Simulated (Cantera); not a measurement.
A closed system holds: 1 mol c-C4F8, 1.1 mol CH4, 0.35 mol H2, held at 0.0500 bar.

Method: chemical equilibrium by Gibbs-energy minimisation in Cantera with the NASA 1993 tables (ideal gas, pure condensed phases). Candidate condensed phases: C, C6H6, C7H8, C8H18; 95 gas species. The feed counts by its element totals alone. Gases not in the tables: C2F6 and larger saturated fluorocarbons. Equilibrium is a limit: real reactors are often held back by kinetics, nucleation or transport.

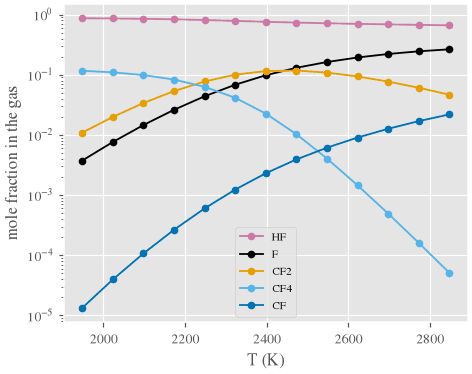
Fig. 1. Equilibrium gas composition (values under 1e-9 drawn at 1e-9)

From 1948 K to 2848 K the condensed part is C(graphite). The main C-bearing gas is CF4 at 1948 K and CF2 at 2848 K. The share of C in condensed phases is highest at 2848 K (89.1 %) and lowest at 2398 K (81.1 %).
